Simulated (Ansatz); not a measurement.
**One shape, several levels: AlClF2 (SMILES [F][Al]([F])[Cl])**

Wanted: a comparison of 6 runs (BHLYP/STO-3G, r2SCAN0/STO-3G, wB97M-V/STO-3G, RPA@PBE/STO-3G, BCCD(T)/STO-3G, CCSDT/STO-3G) of AlClF2. 

The results are computed with Ansatz 0.2.0.

53 further runs of the same task are left out: 4 that didn't finish, 49 set aside as unsound or not needed.

### 1 The structure to begin with

AlClF2: 4 atoms, total charge 0, spin state singlet. As SMILES, `[F][Al]([F])[Cl]`. The Cl4–Al2 distance was set to 3.091 Å, away from the relaxed value.

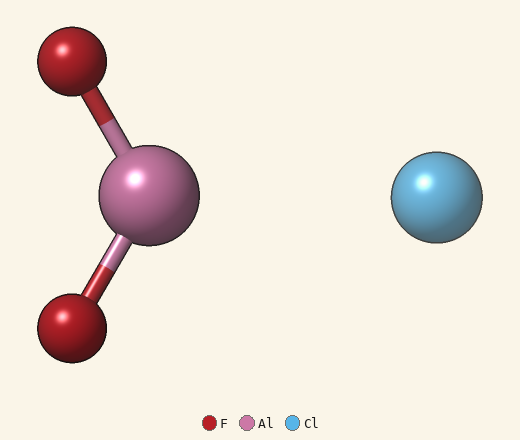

Viewed from a chosen angle; fluorine red, aluminium pink, chlorine blue.

### 2 The energy at BHLYP/STO-3G (run 1)

input.yaml reads:

```yaml
crystal:
  periodic: [false, false, false]
  atoms:
    - {symbol: F, position_ang: [1.701802, 0.205000, 1.695684]}
    - {symbol: Al, position_ang: [0.773882, -0.567510, 0.599614]}
    - {symbol: F, position_ang: [0.978092, -2.170580, 0.381384]}
    - {symbol: Cl, position_ang: [-1.339980, 0.982810, -1.038560]}
basis:
  gaussian:
    orbitals: STO-3G
magnetization:
  spin_polarized: false
  initial_magnetization: 0
hamiltonian:
  xc: {name: BHLYP}
accuracy: high
```

Run with:

```console
$ ansatz run input.yaml --threads 1 --pin off --max-ram 3480MiB --events-out events.jsonl --progress --plain --runs-dir runs
```

What it wrote:

```text
Warning: RAYON_NUM_THREADS=1 ignored (pool sized by the plan → 1); use --threads N
Functional definition: BHLYP
  name "BHLYP"
  parameter a = 0.5
  exchange = (1 - a)*b88_x + a*exact_x
  correlation = lyp_c
486 factors; integrals over basis functions are off by at most 3.9e-8 eV
mean field evaluation 1: about -24253.3691 eV, gradient 2.9e1 eV
mean field evaluation 2: about -24252.8356 eV, gradient 3.5e1 eV
mean field evaluation 4: about -24258.3946 eV, gradient 1.4e0 eV
mean field evaluation 8: about -24258.4196 eV, gradient 3.5e-3 eV
mean field evaluation 16: about -24258.4196 eV, gradient 1.5e-7 eV
mean field -24258.41962825 eV, -891.4804783908 hartree, gradient 2.9e-8 eV, S^2 0.000000; 0 other end points of the search recorded, 0 dependent functions left out
reference -24258.41964626 eV, -891.4804790525 hartree; 24, 24 occupied and 4, 4 virtual orbitals, 486 factors
Total energy: -24258.41964626 eV, -891.4804790525 hartree
```

Wall time 1.1 s (1 thread of Arm Neoverse V2, shared host); peak memory 0.1 GiB.

### 3 A single-point energy at r2SCAN0/STO-3G (run 2)

molecule.yaml reads:

```yaml
crystal:
  periodic: [false, false, false]
  atoms:
    - {symbol: F, position_ang: [1.701802, 0.205000, 1.695684]}
    - {symbol: Al, position_ang: [0.773882, -0.567510, 0.599614]}
    - {symbol: F, position_ang: [0.978092, -2.170580, 0.381384]}
    - {symbol: Cl, position_ang: [-1.339980, 0.982810, -1.038560]}
basis:
  gaussian:
    orbitals: STO-3G
hamiltonian:
  xc: {name: r2SCAN0}
accuracy: high
```

Run with:

```console
$ ansatz run molecule.yaml --threads 1 --pin off --max-ram 3480MiB --events-out events.jsonl --progress --plain --runs-dir runs
```

What it wrote:

```text
Warning: RAYON_NUM_THREADS=1 ignored (pool sized by the plan → 1); use --threads N
Functional definition: r2SCAN0
  name "r2SCAN0"
  parameter a = 0.25
  parameter k0 = 0.174
  parameter k1 = 0.065
  parameter a1 = 4.9479
  exchange = (1 - a)*r2scan_x(k0 = k0, k1 = k1, a1 = a1) + a*exact_x
  correlation = r2scan_c
486 factors; integrals over basis functions are off by at most 3.9e-8 eV
mean field evaluation 1: about -24252.4161 eV, gradient 2.9e1 eV
mean field evaluation 2: about -24245.1560 eV, gradient 4.6e1 eV
mean field evaluation 4: about -24257.0930 eV, gradient 5.2e0 eV
mean field evaluation 8: about -24257.2971 eV, gradient 5.0e-2 eV
mean field evaluation 16: about -24257.2971 eV, gradient 4.2e-7 eV
mean field -24257.29711534 eV, -891.4392268021 hartree, gradient 1.5e-8 eV, S^2 0.000000; 0 other end points of the search recorded, 0 dependent functions left out
reference -24257.29711558 eV, -891.4392268109 hartree; 24, 24 occupied and 4, 4 virtual orbitals, 486 factors
Total energy: -24257.29711558 eV, -891.4392268109 hartree
```

It took 3.3 s on 1 thread of Arm Neoverse V2, shared host; peak memory 0.16 GiB.

Runs 3 to 4 aren't shown in full; the table further down has their settings and results.

### 4 A single-point energy at BCCD(T)/STO-3G (run 5)

input.yaml reads:

```yaml
basis:
  gaussian:
    orbitals: STO-3G
crystal:
  periodic: [false, false, false]
  atoms:
    - {symbol: F, position_ang: [1.701802, 0.205000, 1.695684]}
    - {symbol: Al, position_ang: [0.773882, -0.567510, 0.599614]}
    - {symbol: F, position_ang: [0.978092, -2.170580, 0.381384]}
    - {symbol: Cl, position_ang: [-1.339980, 0.982810, -1.038560]}
correlation:
  method: bccd_t
  frozen_orbitals: {Al: 5, Cl: 5, F: 1}
accuracy: high
scf:
  omitted_lower_state_checks: [cluster_reference, increment]
total_charge: 0
```

Run with:

```console
$ ansatz run input.yaml --threads 1 --pin off --max-ram 3480MiB --events-out events.jsonl --progress --plain --runs-dir runs
```

What it wrote:

```text
Warning: RAYON_NUM_THREADS=1 ignored (pool sized by the plan → 1); use --threads N
[... 11 lines left out ...]
12 core orbitals not correlated: weight in the atoms' cores, before any rotation towards them, 1.000 or more for the frozen orbitals, at most 0.000 for the correlated occupied ones
[... 27 lines left out ...]
Total energy: -24212.30734764 eV, -889.7858833342 hartree
Checks for a lower state left out: cluster_reference, increment
```

It took 0.28 s on 1 thread of Arm Neoverse V2, shared host.

### 5 A single-point energy at CCSDT/STO-3G (run 6)

Edit molecule.yaml of step 3 so:

```diff
@@ -10,4 +10,7 @@
     orbitals: STO-3G
-hamiltonian:
-  xc: {name: r2SCAN0}
+correlation:
+  method: ccsdt
+  frozen_orbitals: {Al: 5, Cl: 5, F: 1}
 accuracy: high
+scf:
+  omitted_lower_state_checks: [cluster_reference, increment]
```

Run with:

```console
$ ansatz run molecule.yaml --threads 1 --pin off --max-ram 3480MiB --events-out events.jsonl --progress --plain --runs-dir runs
```

What it wrote:

```text
Warning: RAYON_NUM_THREADS=1 ignored (pool sized by the plan → 1); use --threads N
[... 11 lines left out ...]
12 core orbitals not correlated: weight in the atoms' cores, before any rotation towards them, 1.000 or more for the frozen orbitals, at most 0.000 for the correlated occupied ones
[... 33 lines left out ...]
Total energy: -24212.32009497 eV, -889.7863517903 hartree
Checks for a lower state left out: cluster_reference, increment
```

Wall time 0.5 s (1 thread of Arm Neoverse V2, shared host).

### 6 The series

| run | level | frozen core orbitals | energy (Eh) | wall time |
| --- | --- | --- | --- | --- |
| 1 | BHLYP/STO-3G | – | -891.480479 | 1.1 s |
| 2 | r2SCAN0/STO-3G | – | -891.439227 | 3.3 s |
| 3 | wB97M-V/STO-3G | – | -891.592016 | 22 s |
| 4 | RPA@PBE/STO-3G | 12 | -889.852368 | 2 s |
| 5 | BCCD(T)/STO-3G | 12 | -889.785883 | 0.28 s |
| 6 | CCSDT/STO-3G | 12 | -889.786352 | 0.5 s |

### 7 Summary of results

```
                                           quantity          value
                                run 6: total energy  -889.78635 Eh
run 6: correlation energy (12 core orbitals frozen)      -99.7 mEh
                               run 6: T1 diagnostic          0.025
```

Totals of different functionals can't be ranked against each other. In runs 5, 6 the log says that unrestricted orbitals would lower the reference, so the values rest on an unstable closed-shell determinant (other closed-shell runs at this shape may share the fault). In runs 1, 2, 3, 4, 5, 6 the basis is minimal, so the values are rough. All runs together took 29 s, the longest 22 s.
